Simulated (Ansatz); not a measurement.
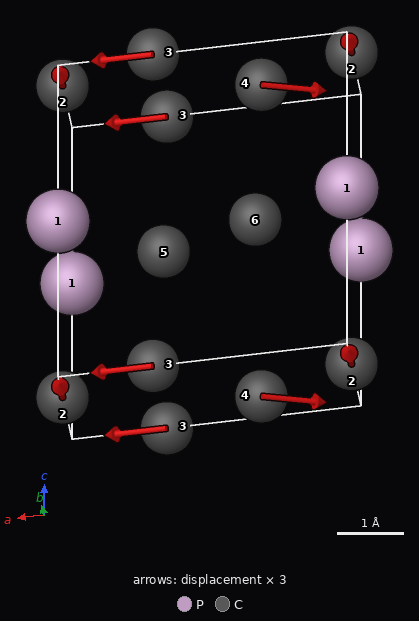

A relaxation of solid PC$_{5}$ (a generated structure, set up in P-62m) (coarse preliminary run). The starting structure is drawn; red arrows show the displacements (the part carried along by the change of the cell is left out), magnified 3 times.

Style: ball-and-stick. Shown: the cell of the calculation, from a free direction.

Level of theory: Ansatz, DFT PBE, scalar-relativistic, plane waves, PAW.

Input file:
```yaml
crystal:
  lattice:
    - [5.18975687, 0.0, 0.0]
    - [-2.59487843, 4.49446129, 0.0]
    - [0.0, 0.0, 4.80757672]
  atoms:
    - { symbol: P, position: [0.0, 0.0, 0.5] }
    - { symbol: C, position: [0.0, 0.67142123, 0.0] }
    - { symbol: C, position: [0.67142123, 0.0, 0.0] }
    - { symbol: C, position: [0.32857877, 0.32857877, 0.0] }
    - { symbol: C, position: [0.66666667, 0.33333333, 0.5] }
    - { symbol: C, position: [0.33333333, 0.66666667, 0.5] }
basis:
  ecutwfc: 420
kpoints:
  mp_grid: { grid: [6, 6, 4] }
hamiltonian:
  xc: pbe
scf:
  occupations: { method: gaussian, width: 0.1 }
  lower_state_search: "off"
output:
  forces: true
  stress: true
  eigenvalues: true
relax:
  adjacent_minimum: "off"
  f_tol: 0.04
  max_steps: 70
  cell: { stress_tol: 0.4 }
```

Command:
```bash
ansatz run input.yaml --threads 1 --pin off --max-ram 2560MiB --backend cpu --events-out ev --progress --plain --runs-dir out
```

Question: Atoms of which element are displaced furthest, and by how much?

Answer: Carbon: up to 0.38 Å, against 0.00 Å for phosphorus.

Question: Describe the change and its energy.

Answer: The energy falls by 2213 meV per atom in 27 accepted moves (31 points after the start). Largest force component: 0.27 eV/Å at the start, 0.00035 eV/Å at the end. Pressure: −22.60 GPa at the start and 0.03 GPa at the end. The SCF was repeated 4 times at an unchanged geometry on a basis and grid sized afresh for the cell, which shifted the energy by 27.0 meV per atom at most. The largest moves relative to the cell, 0.38 Å, are those of C2, C3 and C4. C4 goes along [−1 −1 0]. P stays in place. The drawn cell changes as follows: a = b 5.190 → 3.621 Å (−30.2 %), c 4.808 → 7.995 Å (+66.3 %); the volume changes by −19.0 %. Some distances before and after: C2–C3 2.954 → 1.397 Å, P1–C5 2.996 → 2.091 Å, C5–C6 2.996 → 2.091 Å. New bonds form, among them: C2–C3 (2.95 → 1.40 Å), C2–C4 (2.95 → 1.40 Å), C3–C4 (2.95 → 1.40 Å), P1–C5 (3.00 → 2.09 Å). The space group stays P-62m (No. 189). Cost: 3 min on 1 thread of Arm Neoverse V1, on a shared host, peak memory 0.41 GiB.

Limits of the set-up: layers or molecules are held without a dispersion correction, so their spacing is unreliable.
